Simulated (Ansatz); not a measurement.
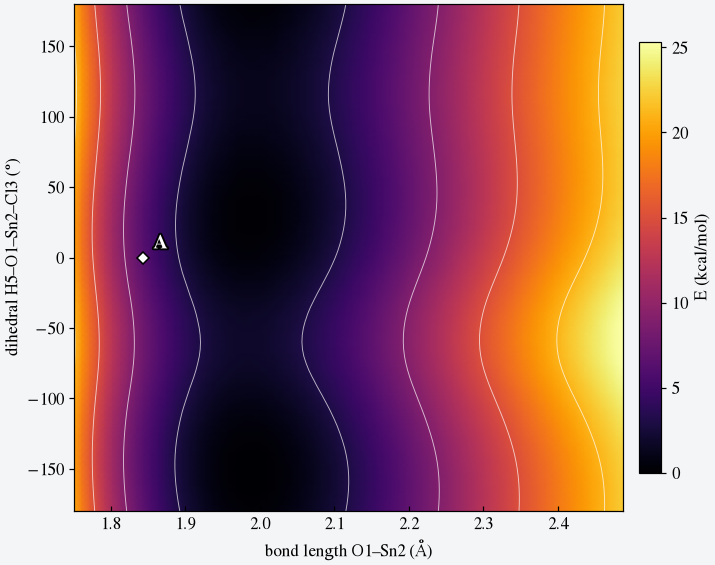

Cl₂HOSn, SMILES [OH][Sn]([Cl])[Cl], spin multiplicity 2. 
- The first coordinate is: bond length O1–Sn2; the second: dihedral H5–O1–Sn2–Cl3.
- Nothing is relaxed (all other coordinates rigid).
- Grid: 9 × 10 points.
- Points are written as (first, second).
- Energies are in kcal/mol, from the relaxed molecule at the same level.
- Computed with UKS PBE0-D4/def2-SVP (Ansatz 0.2.0).

Drawn: a smooth colour map with a few white contour lines, the point A. Between grid points the surface is interpolated.

Which way does the force act at A, and how strong is it?

A, at (1.843 Å, 0°), is not a stationary point. The computed force is 95.9 kcal/mol for each Å towards larger values of bond length O1–Sn2 and 0.021 kcal/mol for each degree towards larger values of dihedral H5–O1–Sn2–Cl3.
